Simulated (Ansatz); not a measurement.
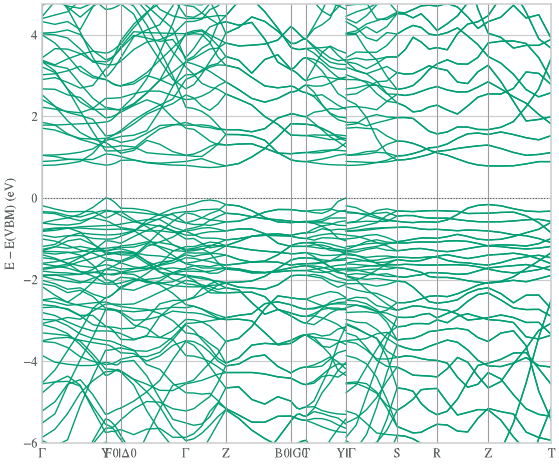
Fig. 1. Band structure from DFT-PBEsol in the program Ansatz with PAW potentials

The gap is 0.74 eV; an edge lies off the plotted path or next to a special point (maximum at Y, minimum off the standard path).

The material is FeSi2 in space group Cmce (No. 64; Fe on 8f, Fe on 8d, Si on 16g, Si on 16g).

The first step of the workflow began from a Materials Project structure, measured or hypothetical; the Crystallography Open Database files this formula in space group No. 64, but the cells were not matched. Whether it is the stable phase at ambient conditions was not checked. The cell was relaxed with PBEsol under the symmetry of its start; of distortions, only those at the zone centre were tested. The run is not spin-polarised.

Potentials: the later of the program's two PAW sets.
